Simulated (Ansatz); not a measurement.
Partial pair distribution functions of a relaxed model of amorphous Ge$_{12}$As$_{12}$S$_{36}$, broadened by 0.06 Å; density 2.93 g/cm³. The numbers are results of PBE-D3(BJ), scalar-relativistic without spin-orbit coupling (plane waves to 420 eV, PAW; Ansatz, a quantum-chemistry and plane-wave program), not measurements.

It comes from a melt-quench run on a machine-learned potential (CHGNet), relaxed afterwards by DFT. The hot cell started wider than the set density and was brought back towards it in steps. It is the lowest in DFT energy of 3 quenches. It is a model cell: composition and starting density were chosen by hand, and all elements were melted together. The geometry includes D3(BJ) dispersion. Its density started from a set value of 2.96 and ended at 2.93 g/cm³. The simulated quench (nominally 99 K/ps over its main leg) is rapid and tends to freeze in more defects than a deposited or slowly cooled glass has. One small periodic cell is one sample of the glass; other quenches scatter about these values. Volume and shape were free in the relaxation.

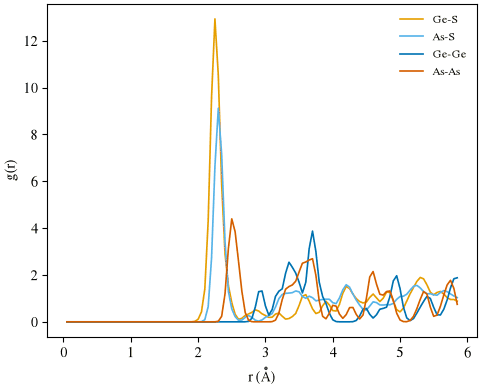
Partial pair distribution functions

Highest peaks under 4.5 Å: Ge-S near 2.25 Å, As-S near 2.30 Å, Ge-Ge near 3.70 Å, As-As near 2.50 Å; pairs of few atoms are noisy.

Within 2.60 Å each Ge has 3.58 S neighbours on average.
